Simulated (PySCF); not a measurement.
**[RuO4]- (O4Ru, charge −1, doublet): what the electrons do**

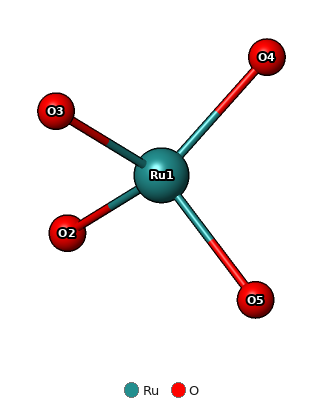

The molecule, with its atoms numbered as below. No frequency check shows the geometry to be a minimum.

Cartesian coordinates (Å):

```
Ru1      0.0000    0.0000   -0.0002
O2       1.0531    1.0521   -0.7766
O3       1.0531   -1.0521    0.7771
O4      -1.0531   -1.0521   -0.7766
O5      -1.0531    1.0521    0.7771
```

## 1. Bonding charge

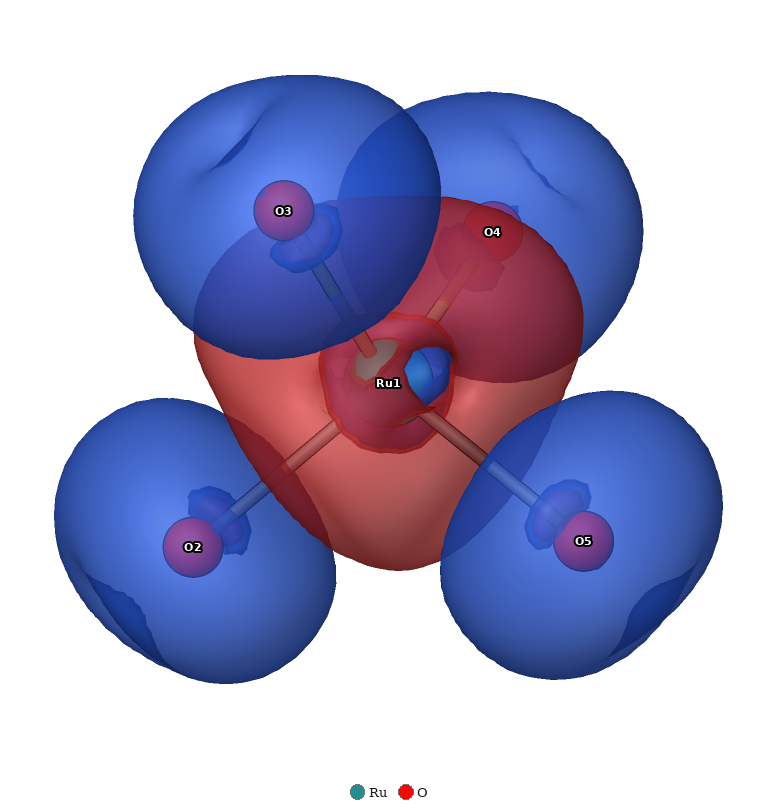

Deformation density (molecule less spherical, spin-averaged free atoms at the same positions), surfaces at ±0.04 e/Å³; blue: gain, red: loss.

Method: B3LYP/def2-SVPD; geometry: GFN2-xTB; program: PySCF. Core potentials replace the inner electrons of Ru; spin–orbit coupling isn't included. This is a single-reference result, which may miss multireference character in this system. The stability of the open-shell solution wasn't checked. GFN2-xTB doesn't know the spin state, so this open-shell geometry is rough.

Q: How much density has each bond gained at its critical point, relative to the free atoms?

A: Ru1–O2, Ru1–O4, Ru1–O3 and Ru1–O5: +0.09 e/Å³ at the bond critical point (bond length 1.68 Å); up to 0.6 Å beside the axis the gain reaches +0.26 e/Å³. In all, 2.2 electrons gather in the regions of gain relative to the promolecule of neutral atoms (this includes the anion's extra charge). A small or negative value marks a very polar bond, one between electron-rich atoms, whose free-atom densities already overlap strongly, a long bond to a heavier atom, or a closed-shell contact such as a hydrogen bond.

## 2. Bond critical points

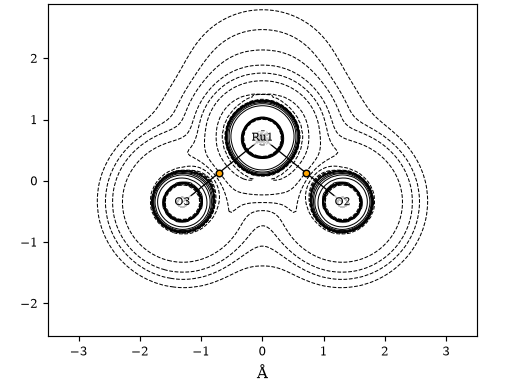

Negative Laplacian of the density (−∇²ρ) in the plane of Ru1, O2 and O3 (solid lines positive, dashed lines negative, contours at ±0.02 to ±8 a.u.), with bond paths and bond critical points (dots).

Q: Sort the bonds in the plane by the sign of ∇²ρ at their critical points.

A: At none is it concentrated. Depleted (∇²ρ > 0): Ru1–O2 and Ru1–O3 (+0.78 a.u., H = −0.207). A positive Laplacian with negative H is typical of metal–ligand bonds.

## 3. Local ionisation energy

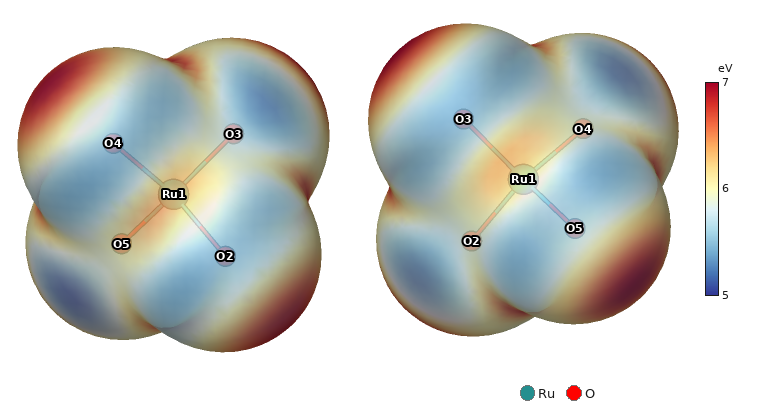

Average local ionisation energy on the surface of electron density 0.001 a.u. (back view left, front view right).

Q: Where are the most loosely bound electrons on this surface?

A: The lowest value is 5.2 eV, 1.9 Å from O4, and at like points elsewhere. Further minima include 5.4 eV, 1.9 Å from O2, and at like points elsewhere. For comparison, the highest occupied orbital lies at −1.0 eV.

Q: What volume does the surface enclose?

A: About 96 Å³.

## 4. Spin density

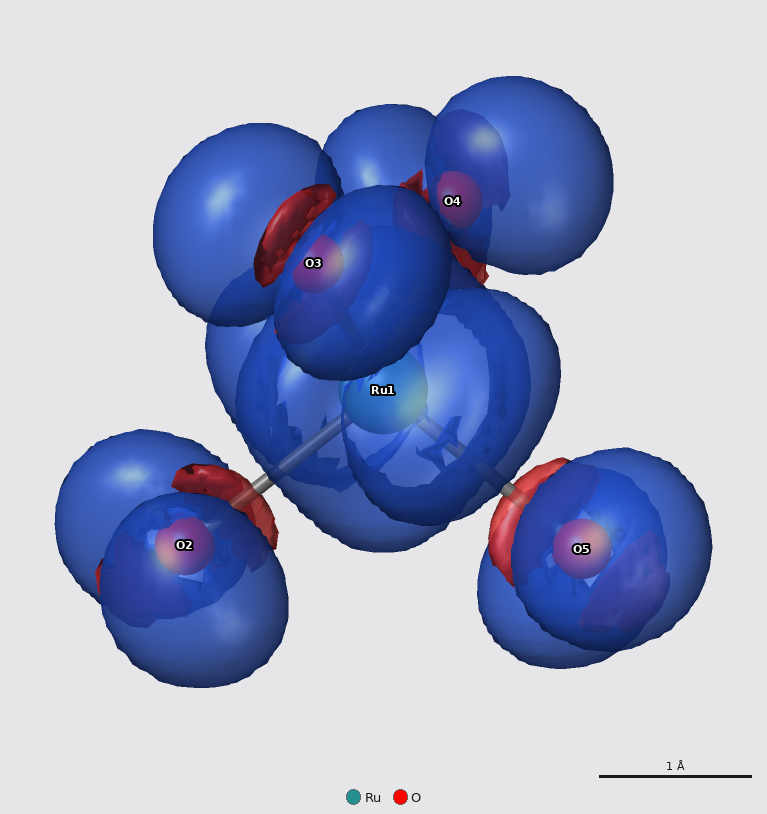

Spin density ρα − ρβ at ±0.01 e/Å³ (blue: excess α, red: excess β).

Q: Give the atomic spin populations that go with this picture.

A: Hirshfeld spin populations: Ru1 +0.49 and O2, O3, O4 and O5 +0.13. ⟨S²⟩ = 0.76, against 0.75 for a pure state.
